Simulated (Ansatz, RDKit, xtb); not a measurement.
# Isomers of C4H4BrClO2, a sample narrowed down, part 2 of 2

A sample of isomers of C4H4BrClO2 is drawn. Aim: find which of them has the lowest free energy at 298.15 K, then its properties. The sample is small against all isomers, and the most stable one of this formula need not be in it.

xtb, Ansatz and PySCF; isolated molecules. The steps go on from the part before.

### 6 Ranking at PBE0-D3(BJ)/def2-SVP

```csv
label,spin,r2SCAN-D4/def2-SVP (kcal/mol),"PBE0-D3(BJ)/def2-SVP, relaxed (kcal/mol)",time
c051a,singlet,0.0,0.0,30 s
c230a,singlet,2.7,2.9,24 s
c799a,singlet,11.1,12.2,18 s
```

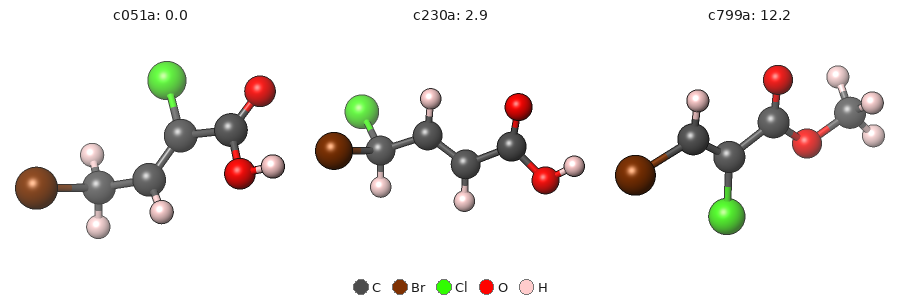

The relaxed structures, with energies at PBE0-D3(BJ)/def2-SVP in kcal/mol.

### 7 Harmonic analysis of the finalists

The lowest few in one piece go on as finalists. In this search the thermal terms come from GFN2-xTB at its own nearest minimum. The first, c051a:

start.xyz reads:

```xyz
12
c051a
C      0.379151     1.378011    -0.635962
C      0.443745     1.862805     0.775040
C      0.126492     1.090642     1.826941
C      0.176696     1.510946     3.242547
Br     1.603822     0.550360     4.175393
Cl     0.960713     3.496870     0.929489
O      0.651130     2.041204    -1.597818
O     -0.022687     0.102274    -0.709078
H     -0.030942    -0.126507    -1.650610
H     -0.178434     0.064326     1.607690
H     -0.745941     1.250447     3.777200
H      0.391287     2.579486     3.353033
```

Launch:

```console
$ xtb start.xyz --gfn 2 --ohess tight
```

Output:

```text
* xtb version 6.7.1
   ID    Z sym.   atoms
    1    6 C      1-4
    2   35 Br     5
    3   17 Cl     6
    4    8 O      7, 8
    5    1 H      9-12

           -------------------------------------------------
          |                Calculation Setup                |
           -------------------------------------------------

          program call               : xtb start.xyz --gfn 2 --ohess tight
          coordinate file            : start.xyz
          omp threads                :                     4

           -------------------------------------------------
          |                 G F N 2 - x T B                 |
           -------------------------------------------------

      * Hamiltonian:
        H0-scaling (s, p, d)           1.850000    2.230000    2.230000
        zeta-weighting                 0.500000
      * Dispersion:
        s8                             2.700000
        a1                             0.520000
        a2                             5.000000
        s9                             5.000000
      * Repulsion:
        kExp                           1.500000    1.000000
        rExp                           1.000000
      * Coulomb:
        alpha                          2.000000
        third order                    shell-resolved
        anisotropic                    true
        a3                             3.000000
        a5                             4.000000
        cn-shift                       1.200000
        cn-exp                         4.000000
        max-rad                        5.000000

          ...................................................
          :                      SETUP                      :
          :.................................................:
          :  # basis functions                  48          :
          :  # atomic orbitals                  46          :
          :  # shells                           22          :
          :  # electrons                        46          :
          :  max. iterations                   250          :
          :  Hamiltonian                  GFN2-xTB          :
          :  restarted?                      false          :
          :  GBSA solvation                  false          :
          :  PC potential                    false          :
          :  electronic temp.          300.0000000     K    :
          :  accuracy                    1.0000000          :
          :  -> integral cutoff          0.2500000E+02      :
          :  -> integral neglect         0.1000000E-07      :
          :  -> SCF convergence          0.1000000E-05 Eh   :
          :  -> wf. convergence          0.1000000E-03 e    :
          :  Broyden damping             0.4000000          :
          :  net charge                          0          :
          :  unpaired electrons                  0          :
          ...................................................

[... 7 lines left out ...]
   *** convergence criteria satisfied after 15 iterations ***
[... 28 lines left out ...]
         :: total energy             -27.352725016255 Eh    ::
[... 32 lines left out ...]
          :   energy convergence         0.1000000E-05 Eh   :
          :   grad. convergence          0.8000000E-03 Eh/α :
[... 26 lines left out ...]
 * total energy  :   -27.3527250 Eh     change       -0.4175824E-09 Eh
[... 16 lines left out ...]
 * total energy  :   -27.3532186 Eh     change       -0.4935398E-03 Eh
[... 16 lines left out ...]
 * total energy  :   -27.3533557 Eh     change       -0.1371292E-03 Eh
[... 16 lines left out ...]
 * total energy  :   -27.3533721 Eh     change       -0.1637213E-04 Eh
[... 18 lines left out ...]
 * total energy  :   -27.3533771 Eh     change       -0.5015632E-05 Eh
[... 18 lines left out ...]
 * total energy  :   -27.3533797 Eh     change       -0.2634152E-05 Eh
[... 17 lines left out ...]
 * total energy  :   -27.3533809 Eh     change       -0.1222046E-05 Eh
[... 17 lines left out ...]
 * total energy  :   -27.3533820 Eh     change       -0.1116689E-05 Eh
[... 17 lines left out ...]
 * total energy  :   -27.3533834 Eh     change       -0.1332738E-05 Eh
[... 18 lines left out ...]
 * total energy  :   -27.3533846 Eh     change       -0.1179015E-05 Eh
[... 17 lines left out ...]
 * total energy  :   -27.3533852 Eh     change       -0.6268676E-06 Eh
[... 4 lines left out ...]
   *** GEOMETRY OPTIMIZATION CONVERGED AFTER 11 ITERATIONS ***
[... 2 lines left out ...]
 total energy gain   :        -0.0006602 Eh       -0.4143 kcal/mol
[... 15 lines left out ...]
 final structure:
[... 36 lines left out ...]
          |                Final Singlepoint                |
[... 18 lines left out ...]
          :  -> SCF convergence          0.1000000E-05 Eh   :
          :  -> wf. convergence          0.1000000E-03 e    :
[... 10 lines left out ...]
   *** convergence criteria satisfied after 3 iterations ***
[... 28 lines left out ...]
         :: total energy             -27.353385185421 Eh    ::
[... 23 lines left out ...]
writing file <hessian>, containing the non-mass-weighted Hessian matrix in atomic units (Eₕ/Bohr²).
[... 62 lines left out ...]
molecular dipole:
[... 88 lines left out ...]
          :  # imaginary freq.                       0      :
[... 9 lines left out ...]
    mode    ω/cm⁻¹     T·S(HO)/kcal·mol⁻¹    T·S(FR)/kcal·mol⁻¹   T·S(vib)
   ------------------------------------------------------------------------
       1     27.22    -1.79551 (  8.08%)    -1.23643 ( 91.92%)    -1.28159
       2     47.60    -1.46525 ( 45.11%)    -1.07096 ( 54.89%)    -1.24881
       3     70.47    -1.23443 ( 79.78%)    -0.95482 ( 20.22%)    -1.17789
       4    176.11    -0.70638 ( 99.35%)    -0.68352 (  0.65%)    -0.70624
       5    199.53    -0.63727 ( 99.61%)    -0.64654 (  0.39%)    -0.63730
       6    248.02    -0.52015 ( 99.84%)    -0.58210 (  0.16%)    -0.52025
   ------------------------------------------------------------------------

   temp. (K)  partition function   enthalpy   heat capacity  entropy
                                   cal/mol     cal/K/mol   cal/K/mol   J/K/mol
 298.15  VIB  0.122E+04             3831.721     22.020     24.331
         ROT  0.129E+07              888.727      2.981     30.935
         INT  0.157E+10             4720.448     25.001     55.267
         TR   0.862E+26             1481.212      4.968     41.776
         TOT                        6201.6605    29.9688    97.0423   406.0249

       T/K    H(0)-H(T)+PV         H(T)/Eh          T*S/Eh         G(T)/Eh
   ------------------------------------------------------------------------
    298.15    0.988298E-02    0.833150E-01    0.461079E-01    0.372071E-01
   ------------------------------------------------------------------------

         :::::::::::::::::::::::::::::::::::::::::::::::::::::
         ::                  THERMODYNAMIC                  ::
         :::::::::::::::::::::::::::::::::::::::::::::::::::::
         :: total free energy         -27.316178114549 Eh   ::
         ::.................................................::
         :: total energy              -27.353385185426 Eh   ::
         :: zero point energy           0.073432012376 Eh   ::
         :: G(RRHO) w/o ZPVE           -0.036224941499 Eh   ::
         :: G(RRHO) contrib.            0.037207070877 Eh   ::
         :::::::::::::::::::::::::::::::::::::::::::::::::::::

optimized geometry written to: xtbopt.xyz

           -------------------------------------------------
          | TOTAL ENERGY              -27.353385185426 Eh   |
          | TOTAL ENTHALPY            -27.270070197904 Eh   |
          | TOTAL FREE ENERGY         -27.316178114549 Eh   |
          | GRADIENT NORM               0.000091823101 Eh/α |
          | HOMO-LUMO GAP               2.896303742271 eV   |
           -------------------------------------------------

------------------------------------------------------------------------
------------------------------------------------------------------------
 total:
 * wall-time:     0 d,  0 h,  0 min,  0.217 sec
 *  cpu-time:     0 d,  0 h,  0 min,  0.768 sec
 * ratio c/w:     3.538 speedup
 SCF:
 * wall-time:     0 d,  0 h,  0 min,  0.009 sec
 *  cpu-time:     0 d,  0 h,  0 min,  0.030 sec
 * ratio c/w:     3.188 speedup
 ANC optimizer:
 * wall-time:     0 d,  0 h,  0 min,  0.062 sec
 *  cpu-time:     0 d,  0 h,  0 min,  0.206 sec
 * ratio c/w:     3.316 speedup
 analytical hessian:
 * wall-time:     0 d,  0 h,  0 min,  0.136 sec
 *  cpu-time:     0 d,  0 h,  0 min,  0.520 sec
 * ratio c/w:     3.822 speedup
```

Wall time 0.23 s (4 threads of Arm Neoverse V1, shared host).

### 8 Thermal terms of the finalists

As xtb prints them, at 298.15 K, with its own treatment of low modes:

```csv
label,SMILES,spin,lowest mode (cm⁻¹),zero-point (kcal/mol),G − E (kcal/mol)
c051a,O=C(O)/C(Cl)=C/CBr,singlet,27,46.1,23.3
c230a,O=C(O)/C=C/[C@H](Cl)Br,singlet,29,45.8,23.0
c799a,COC(=O)/C(Cl)=C/Br,singlet,42,45.7,22.6
```

### 9 Last filter: a higher level

Each finalist gets a single point at CCSD(T)/def2-SVP + MP2/def2-TZVPP - MP2/def2-SVP.

c051a, CCSD(T)/def2-SVP:

input.yaml reads:

```yaml
crystal:
  periodic: [false, false, false]
  atoms:
    - {symbol: C, position_ang: [0.379151, 1.378011, -0.635962]}
    - {symbol: C, position_ang: [0.443745, 1.862805, 0.775040]}
    - {symbol: C, position_ang: [0.126492, 1.090642, 1.826941]}
    - {symbol: C, position_ang: [0.176696, 1.510946, 3.242547]}
    - {symbol: Br, position_ang: [1.603822, 0.550360, 4.175393]}
    - {symbol: Cl, position_ang: [0.960713, 3.496870, 0.929489]}
    - {symbol: O, position_ang: [0.651130, 2.041204, -1.597818]}
    - {symbol: O, position_ang: [-0.022687, 0.102274, -0.709078]}
    - {symbol: H, position_ang: [-0.030942, -0.126507, -1.650610]}
    - {symbol: H, position_ang: [-0.178434, 0.064326, 1.607690]}
    - {symbol: H, position_ang: [-0.745941, 1.250447, 3.777200]}
    - {symbol: H, position_ang: [0.391287, 2.579486, 3.353033]}
basis:
  gaussian:
    orbitals: def2-SVP
total_charge: 0
correlation:
  method: ccsd_t
  frozen_orbitals: {Cl: 5, H: 0, C: 1, O: 1, Br: 9}
```

Launch:

```console
$ ansatz run input.yaml --threads 4 --pin off --max-ram 7830MiB --events-out events.jsonl --progress --plain --runs-dir runs
```

Output:

```text
Warning: RAYON_NUM_THREADS=4 ignored (pool sized by the plan → 4); use --threads N
Functional definition: HF
  name "HF"
  exchange = exact_x
  correlation = 0
1515 factors; integrals over basis functions are off by at most 1.3e-3 eV
mean field evaluation 1: about -90738.0886 eV, gradient 4.5e1 eV
mean field evaluation 2: about -90738.2474 eV, gradient 4.5e1 eV
mean field evaluation 4: about -90742.8635 eV, gradient 5.1e0 eV
mean field evaluation 8: about -90742.9687 eV, gradient 5.3e-1 eV
mean field evaluation 16: about -90741.1624 eV, gradient 3.0e1 eV
mean field -90742.97090175 eV, -3334.7426728444 hartree, gradient 9.4e-6 eV, S^2 0.000000; 0 other end points of the search recorded, 0 dependent functions left out; unrestricted orbitals would lower it
20 core orbitals not correlated: weight in the atoms' cores, before any rotation towards them, 1.000 or more for the frozen orbitals, at most 0.000 for the correlated occupied ones
reference -90742.97090175 eV, -3334.7426728444 hartree; 28, 28 occupied and 106, 106 virtual orbitals, 1515 factors
second order -34.12148358 eV of doubles, -0.00000000 eV of singles
cycle   1  -34.16726765 eV  change   -4.6e-2 eV  update   1.4e-1
cycle   2  -35.01431084 eV  change   -8.5e-1 eV  update   4.4e-2
cycle   3  -35.24173772 eV  change   -2.3e-1 eV  update   2.3e-2
cycle   4  -35.23001953 eV  change    1.2e-2 eV  update   6.2e-3
cycle   5  -35.22832554 eV  change    1.7e-3 eV  update   3.1e-3
cycle   6  -35.23019428 eV  change   -1.9e-3 eV  update   1.0e-3
cycle   7  -35.22958273 eV  change    6.1e-4 eV  update   4.4e-4
cycle   8  -35.22931952 eV  change    2.6e-4 eV  update   1.7e-4
cycle   9  -35.22936706 eV  change   -4.8e-5 eV  update   5.9e-5
perturbative correction -1.15360185 eV, -0.0423940862 hartree
Total energy: -90779.35387067 eV, -3336.0797222909 hartree
```

Run time: 63 s. Hardware: 4 threads of Arm Neoverse V1, shared host; peak memory 1.5 GiB.

### 10 c051a at MP2/def2-TZVPP

Changes to input.yaml since step 9:

```diff
@@ -16,7 +16,3 @@
 basis:
-  gaussian:
-    orbitals: def2-SVP
-total_charge: 0
-correlation:
-  method: ccsd_t
-  frozen_orbitals: {Cl: 5, H: 0, C: 1, O: 1, Br: 9}
+  gaussian: {orbitals: def2-TZVPP}
+correlation: {method: mp2, frozen_orbitals: {Cl: 5, H: 0, C: 1, O: 1, Br: 9}}
```

Launch:

```console
$ ansatz run input.yaml --threads 4 --pin off --max-ram 7830MiB --events-out events.jsonl --progress --plain --runs-dir runs
```

Output:

```text
Warning: RAYON_NUM_THREADS=4 ignored (pool sized by the plan → 4); use --threads N
Functional definition: HF
  name "HF"
  exchange = exact_x
  correlation = 0
2084 factors; integrals over basis functions are off by at most 1.1e-3 eV
mean field evaluation 1: about -90760.0967 eV, gradient 4.7e1 eV
mean field evaluation 2: about -90760.5622 eV, gradient 4.8e1 eV
mean field evaluation 4: about -90765.4495 eV, gradient 5.8e0 eV
mean field evaluation 8: about -90765.5792 eV, gradient 6.3e-1 eV
mean field evaluation 16: about -90765.5820 eV, gradient 5.5e-6 eV
mean field -90765.58198811 eV, -3335.5736149418 hartree, gradient 5.5e-6 eV, S^2 0.000000; 0 other end points of the search recorded, 0 dependent functions left out; unrestricted orbitals would lower it
20 core orbitals not correlated: weight in the atoms' cores, before any rotation towards them, 1.000 or more for the frozen orbitals, at most 0.000 for the correlated occupied ones
reference -90765.58198811 eV, -3335.5736149418 hartree; 28, 28 occupied and 284, 284 virtual orbitals, 2084 factors
second order -42.61612551 eV of doubles, -0.00000000 eV of singles
Total energy: -90808.19811362 eV, -3337.1397286680 hartree
```

Wall time 14 s (4 threads of Arm Neoverse V1, shared host); peak memory 1.2 GiB.

### 11 c230a at CCSD(T)/def2-SVP

input.yaml reads:

```yaml
crystal:
  periodic: [false, false, false]
  atoms:
    - {symbol: C, position_ang: [0.785920, -1.605122, -2.370091]}
    - {symbol: C, position_ang: [0.834553, -1.401856, -0.903983]}
    - {symbol: C, position_ang: [0.357816, -0.272669, -0.370407]}
    - {symbol: C, position_ang: [0.372180, 0.003579, 1.085070]}
    - {symbol: Br, position_ang: [1.559248, 1.510332, 1.443113]}
    - {symbol: Cl, position_ang: [-1.271669, 0.341041, 1.663655]}
    - {symbol: O, position_ang: [0.339616, -0.820679, -3.167405]}
    - {symbol: O, position_ang: [1.305962, -2.788658, -2.718092]}
    - {symbol: H, position_ang: [1.238634, -2.847508, -3.683554]}
    - {symbol: H, position_ang: [1.268748, -2.199257, -0.295135]}
    - {symbol: H, position_ang: [-0.067763, 0.496180, -1.024211]}
    - {symbol: H, position_ang: [0.767276, -0.832298, 1.673059]}
basis:
  gaussian: {orbitals: def2-SVP}
correlation: {method: ccsd_t, frozen_orbitals: {Cl: 5, H: 0, C: 1, O: 1, Br: 9}}
```

Launch:

```console
$ ansatz run input.yaml --threads 4 --pin off --max-ram 7830MiB --events-out events.jsonl --progress --plain --runs-dir runs
```

Output:

```text
Warning: RAYON_NUM_THREADS=4 ignored (pool sized by the plan → 4); use --threads N
Functional definition: HF
  name "HF"
  exchange = exact_x
  correlation = 0
1512 factors; integrals over basis functions are off by at most 1.3e-3 eV
mean field evaluation 1: about -90737.7851 eV, gradient 4.6e1 eV
mean field evaluation 2: about -90737.9394 eV, gradient 4.6e1 eV
mean field evaluation 4: about -90742.8187 eV, gradient 4.9e0 eV
mean field evaluation 8: about -90742.9155 eV, gradient 4.9e-1 eV
mean field evaluation 16: about -90742.9174 eV, gradient 1.2e-6 eV
mean field -90742.91740326 eV, -3334.7407068112 hartree, gradient 1.2e-6 eV, S^2 0.000000; 0 other end points of the search recorded, 0 dependent functions left out; unrestricted orbitals would lower it
20 core orbitals not correlated: weight in the atoms' cores, before any rotation towards them, 1.000 or more for the frozen orbitals, at most 0.000 for the correlated occupied ones
reference -90742.91740326 eV, -3334.7407068112 hartree; 28, 28 occupied and 106, 106 virtual orbitals, 1512 factors
second order -34.08314595 eV of doubles, -0.00000000 eV of singles
cycle   1  -34.13682594 eV  change   -5.4e-2 eV  update   1.4e-1
cycle   2  -34.99079712 eV  change   -8.5e-1 eV  update   4.3e-2
cycle   3  -35.21488218 eV  change   -2.2e-1 eV  update   2.3e-2
cycle   4  -35.20181028 eV  change    1.3e-2 eV  update   6.0e-3
cycle   5  -35.20119216 eV  change    6.2e-4 eV  update   2.9e-3
cycle   6  -35.20272559 eV  change   -1.5e-3 eV  update   9.1e-4
cycle   7  -35.20217861 eV  change    5.5e-4 eV  update   4.0e-4
cycle   8  -35.20196825 eV  change    2.1e-4 eV  update   1.4e-4
cycle   9  -35.20202033 eV  change   -5.2e-5 eV  update   5.0e-5
perturbative correction -1.14705985 eV, -0.0421536721 hartree
Total energy: -90779.26648344 eV, -3336.0765108697 hartree
```

It took 63 s on 4 threads of Arm Neoverse V1, shared host; peak memory 1.5 GiB.

For c051a, c230a, c799a the log finds that unrestricted Hartree-Fock orbitals lie lower, a sign to watch the closed-shell reference there.

### 12 The ranking

Energies in kcal/mol from c051a; G adds the thermal terms to the CCSD(T)/def2-SVP + MP2/def2-TZVPP - MP2/def2-SVP energy. The columns left of the relaxed level are at the tight-binding geometries.

```csv
label,SMILES,spin,GFN2-xTB,HF/STO-3G,r2SCAN-D4/def2-SVP,PBE0-D3(BJ)/def2-SVP,HF/def2-SVP,MP2/def2-SVP,CCSD(T)/def2-SVP + MP2/def2-TZVPP - MP2/def2-SVP,G,share at equilibrium,T1
c051a,O=C(O)/C(Cl)=C/CBr,singlet,0.0,0.0,0.0,0.0,0.0,0.0,0.0,0.0,80.4 %,0.013
c230a,O=C(O)/C=C/[C@H](Cl)Br,singlet,5.6,2.1,2.7,2.9,1.2,2.1,1.2,0.8,19.6 %,0.012
c799a,COC(=O)/C(Cl)=C/Br,singlet,3.3,-1.7,11.1,12.2,12.9,13.0,12.6,11.9,< 0.1 %,0.013
```

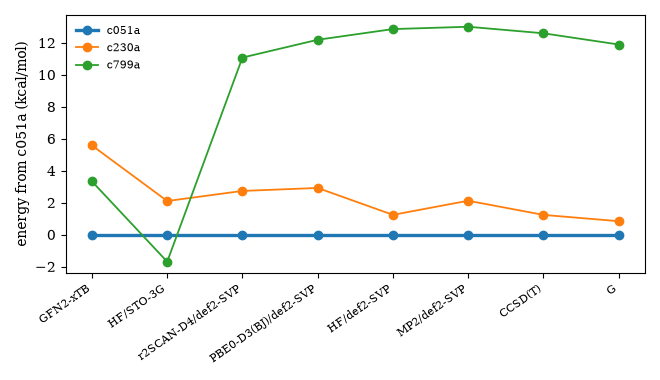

The finalists at each level, measured from c051a.

Lowest found: c051a, `O=C(O)/C(Cl)=C/CBr`, a singlet. Bond lengths: C1–C2 1.493 Å, C2–C3 1.343 Å, C3–C4 1.478 Å, C4–Br5 1.957 Å, C2–Cl6 1.721 Å, C1–O7 1.200 Å, C1–O8 1.340 Å, O8–H9 0.969 Å, C3–H10 1.093 Å, C4–H11 1.098 Å, C4–H12 1.095 Å. Some angles: C1–C2–C3 122.9°, C1–C2–Cl6 114.0°, C3–C2–Cl6 123.1°, C2–C1–O7 124.6°, C2–C1–O8 111.9°, O7–C1–O8 123.4°, C2–C3–C4 125.4°, C3–C4–Br5 110.0°, C2–C3–H10 116.7°, C4–C3–H10 118.0°.

```xyz
12

C     0.3792    1.3780   -0.6360
C     0.4437    1.8628    0.7750
C     0.1265    1.0906    1.8269
C     0.1767    1.5109    3.2425
Br    1.6038    0.5504    4.1754
Cl    0.9607    3.4969    0.9295
O     0.6511    2.0412   -1.5978
O    -0.0227    0.1023   -0.7091
H    -0.0309   -0.1265   -1.6506
H    -0.1784    0.0643    1.6077
H    -0.7459    1.2504    3.7772
H     0.3913    2.5795    3.3530
```

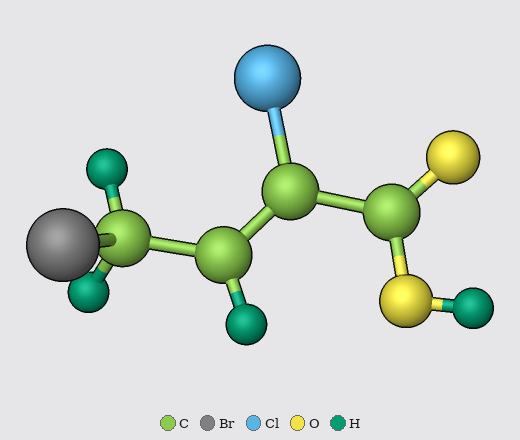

The lowest structure found, seen from a chosen angle (carbon green, bromine grey, chlorine blue, oxygen yellow, hydrogen teal).

### 13 Outcome

This closing draws on all 2 parts.

```
                                 quantity                                                                     value
                   lowest structure found                                               O=C(O)/C(Cl)=C/CBr, singlet
                            next finalist                 O=C(O)/C=C/[C@H](Cl)Br, singlet, 0.8 kcal/mol higher in G
share at equilibrium, among the finalists                                                                    80.4 %
                                   funnel  13 starts, 13 minima at GFN2-xTB, 11 screening runs, 3 relaxed, 3 ranked
                     CPU time of all runs                                                                    22 min
```

The lowest structure found is `O=C(O)/C(Cl)=C/CBr`. Its margin of 0.8 kcal/mol is inside the likely error of CCSD(T)/def2-SVP + MP2/def2-TZVPP - MP2/def2-SVP with harmonic terms (about 1.5 kcal/mol), so the order of the first two is not settled. GFN2-xTB, r2SCAN-D4/def2-SVP, PBE0-D3(BJ)/def2-SVP, HF/def2-SVP and MP2/def2-SVP already put its bonding pattern lowest among the structures in one piece; HF/STO-3G favours the singlet O=C1CO[C@@H]1[C@H](Cl)Br (c366b, not a finalist). The largest share of the time went into the final energies (69 %). 2 minima inside the window were never screened. Lowest found is not proven lowest: the search is finite, and each finalist counts with one conformer. Only 5 drawn patterns were tried, so whole families of isomers are missing, and the result ranks this sample alone. The lowest isomer need not be the one that is made and kept in a bottle, which depends on barriers.
